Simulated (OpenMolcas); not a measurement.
# N: CASSCF and CASPT2 terms and fine-structure levels, part 2 of 2

Wanted: the level scheme of N from active-space wave functions, then second-order correlation under several settings.

OpenMolcas 26.06; ANO-RCC-VDZ, DKH3, active space 3 electrons in 3 orbitals (2p), orbitals: per spin and parity.

## Step 8: CASPT2: IPEA 0.3, real shift 0.15 (closed shells correlated: 1s 2s)

Input file a.inp:

```
>>> COPY JOB001 $Project.JobIph
&CASPT2
Multistate=1 1
Frozen=0 0
IPEA=0.3
Shift=0.15
MaxIter=60
WThr=0.0 0.3 0.05
PrWF=0.5
NoMix
>>> COPY JOB002 $Project.JobIph
&CASPT2
Multistate=8 1 2 3 4 5 6 7 8
NoMult
Frozen=0 0
IPEA=0.3
Shift=0.15
MaxIter=60
WThr=0.0 0.3 0.05
PrWF=0.5
NoMix
```

Started as:

```
> OMP_NUM_THREADS=1 MOLCAS_MEM=2252 MOLCAS_PROJECT=a pymolcas a.inp > a.log
```

Output:

```text
Orbital specifications:
      -----------------------

      Symmetry species                           1   2
                                                ag  au
      Frozen orbitals                            0   0
      Inactive orbitals                          2   0
      Active orbitals                            0   3
      Secondary orbitals                         1   3
      Deleted orbitals                           0   0
      Number of basis functions                  3   6
Type of calculation                        SS-CASPT2
      Fock operator                              state-specific
      IPEA shift                                 0.30
      Real shift                                 0.15
      Imaginary shift                            0.00
      The input orbitals will be transformed to quasi-canonical
Reference energy:         -54.4300507702
      E2 (Non-variational):      -0.0310800425
      Shift correction:          -0.0016841403
      E2 (Variational):          -0.0327641828
      Total energy:             -54.4628149530
      Residual norm:              0.0000001901
      Reference weight:           0.98890
      Contributions to the CASPT2 correlation energy
      Active & Virtual Only:         -0.0093891637
      One Inactive Excited:          -0.0167237379
      Two Inactive Excited:          -0.0049671409
::    CASPT2 Root  1     Total energy:    -54.46281495
Orbital specifications:
      -----------------------

      Symmetry species                           1   2
                                                ag  au
      Frozen orbitals                            0   0
      Inactive orbitals                          2   0
      Active orbitals                            0   3
      Secondary orbitals                         1   3
      Deleted orbitals                           0   0
      Number of basis functions                  3   6
Type of calculation                        SS-CASPT2
      Fock operator                              state-specific
      IPEA shift                                 0.30
      Real shift                                 0.15
      Imaginary shift                            0.00
      The input orbitals will be transformed to quasi-canonical
Reference energy:         -54.3248298575
      E2 (Non-variational):      -0.0339933144
      Shift correction:          -0.0018978648
      E2 (Variational):          -0.0358911792
      Total energy:             -54.3607210367
      Residual norm:              0.0000000455
      Reference weight:           0.98751
      Contributions to the CASPT2 correlation energy
      Active & Virtual Only:         -0.0141433522
      One Inactive Excited:          -0.0145631626
      Two Inactive Excited:          -0.0052867995
Reference energy:         -54.3248298575
      E2 (Non-variational):      -0.0338729882
      Shift correction:          -0.0018830637
      E2 (Variational):          -0.0357560518
      Total energy:             -54.3605859094
      Residual norm:              0.0000000450
      Reference weight:           0.98760
      Contributions to the CASPT2 correlation energy
      Active & Virtual Only:         -0.0140668167
      One Inactive Excited:          -0.0145193719
      Two Inactive Excited:          -0.0052867995
::    CASPT2 Root  1     Total energy:    -54.36072104
::    CASPT2 Root  2     Total energy:    -54.36058591
::    CASPT2 Root  3     Total energy:    -54.36081563
::    CASPT2 Root  4     Total energy:    -54.36057957
::    CASPT2 Root  5     Total energy:    -54.36049161
::    CASPT2 Root  6     Total energy:    -54.31868053
::    CASPT2 Root  7     Total energy:    -54.31878248
::    CASPT2 Root  8     Total energy:    -54.31774901
```

Time for this run: 0.63 s (1 thread of Intel Xeon 6975P-C (Granite Rapids), shared host).

SS-CASPT2: lowest energy less the reference's lowest, -0.0328 hartree; reference weights 0.975 to 0.989.

Fine-structure levels, from the RASSI matrix with the averaged CASPT2 term energies on its diagonal:

```tsv
Configuration	Term	J	E (cm⁻¹)	g	Leading %
2s² 2p³	⁴S°	3/2	0.0	2.002	100
2s² 2p³	²D°	3/2	22420	0.800	100
2s² 2p³	²D°	5/2	22430	1.200	100
2s² 2p³	²P°	1/2	31690	0.666	100
2s² 2p³	²P°	3/2	31700	1.334	100
```

## Step 9: Levels by method

A. CASSCF
B. SS-CASPT2, IPEA 0.15, imaginary shift 0.05 (closed shells correlated: 1s 2s)
C. SS-CASPT2, IPEA 0.6, sigma2 regulariser 0.25 (closed shells correlated: 2s)
D. SS-CASPT2, IPEA 0.3, real shift 0.15 (closed shells correlated: 1s 2s)

Energies in cm⁻¹ above each method's lowest level; measured values from NIST Handbook of Basic Atomic Spectroscopic Data.

| level | A | B | C | D | measured |
| --- | --- | --- | --- | --- | --- |
| 2s² 2p³ ⁴S°_3/2 | 0.0 | 0.0 | 0.0 | 0.0 | 0.0 |
| 2s² 2p³ ²D°_3/2 | 23093 | 22460 | 22390 | 22420 | 19233 |
| 2s² 2p³ ²D°_5/2 | 23093 | 22460 | 22390 | 22430 | 19224 |
| 2s² 2p³ ²P°_1/2 | 38247 | 31470 | 32040 | 31690 | 28839 |
| 2s² 2p³ ²P°_3/2 | 38248 | 31470 | 32040 | 31700 | 28839 |

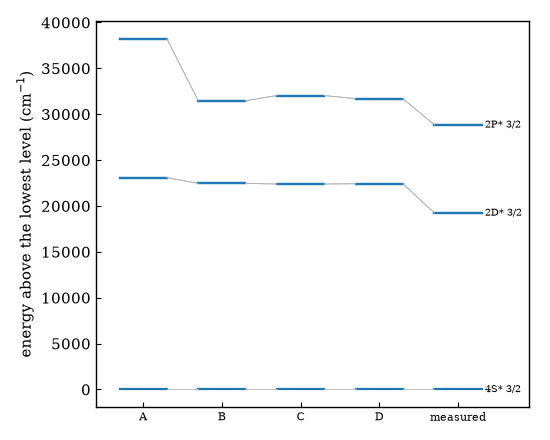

The same levels, method by method, beside the measured ones.

Mean absolute deviation from the 4 measured excited levels that all methods hold: A 6600 cm⁻¹, B 2900 cm⁻¹, C 3200 cm⁻¹, D 3000 cm⁻¹.

## Step 10: Outcome

The summary covers parts 1 to 2.

```
                                                                                      quantity                                                                         value
                                                                                        method  SS-CASPT2, IPEA 0.15, imaginary shift 0.05 (closed shells correlated: 1s 2s)
                                                                                  lowest level                                2s² 2p³ ⁴S°_3/2, 100 % of that term, g = 2.002
                                                                   ground level listed by NIST                                                                        4S°3/2
                                                                           first excited level                                                 2s² 2p³ ²D°_3/2 at 22460 cm⁻¹
strongest of the lines computed, by gA (one parity, so forbidden lines), at SS-CASPT2 energies                  2s² 2p³ ²P°_3/2 → 2s² 2p³ ²D°_5/2, 1109 nm, A = 4.01e-02 s⁻¹
```

Cost and accuracy by method:

| method | time of its own steps | time with the reference | mean absolute difference from the measured levels (cm-1) |
| --- | --- | --- | --- |
| A. CASSCF | 1.9 s | 1.9 s | 6600 |
| B. SS-CASPT2, IPEA 0.15, imaginary shift 0.05, +1s 2s | 0.73 s | 2.6 s | 2900 |
| C. SS-CASPT2, IPEA 0.6, sigma2 regulariser 0.25, +2s | 0.73 s | 2.6 s | 3200 |
| D. SS-CASPT2, IPEA 0.3, real shift 0.15, +1s 2s | 0.63 s | 2.5 s | 3000 |

Times are of one thread on a shared host.

**Reading.** Second-order correlation (method B) scales the levels of the lowest configuration above 5000 cm⁻¹ by 0.82 to 0.97. Method B lies closest to the measured levels (2900 cm⁻¹ on average, level with D) and A farthest (6600). Only the configurations of the active space and the roots asked for are present. CASPT2 does not keep the components of a term degenerate, and the means are used. With the s shell closed, the highest p terms come out too high. Levels of other configurations are missing from the list.
